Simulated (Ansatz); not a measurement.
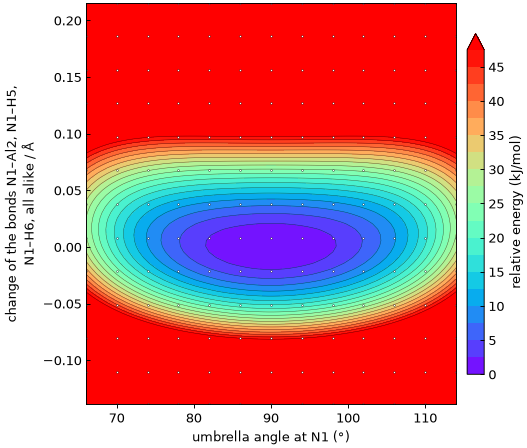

AlClH₂NO, SMILES [NH2][Al]([O-])[Cl], charge −1. First axis: umbrella angle at N1 (between each of its bonds and their common axis; 90 is planar). Second axis: change of the bonds N1–Al2, N1–H5, N1–H6, all alike. Nothing is relaxed (all other coordinates rigid). Grid: 13 × 13 points; 91 points were computed and 78 follow by symmetry. Points are written as (first, second). Energies: kJ/mol, counted from the relaxed molecule at the same level. Method: RHF/def2-SVPD (Ansatz 0.2.0).

Drawn: filled contours, dots at the grid points, one colour for all values above the top of the scale. Between grid points the surface is interpolated.

### Where is the minimum, and how stiff is the well along each coordinate?

The interpolated minimum is at the first coordinate ≈ 90.0°, the second coordinate ≈ 0.000 Å. The curvatures there are about 2.4 eV/rad² and 125 eV/Å², with a cross term of about 0 eV/(rad·Å). Round the minimum the two coordinates are nearly uncoupled. (1 eV is 96.5 kJ/mol.)
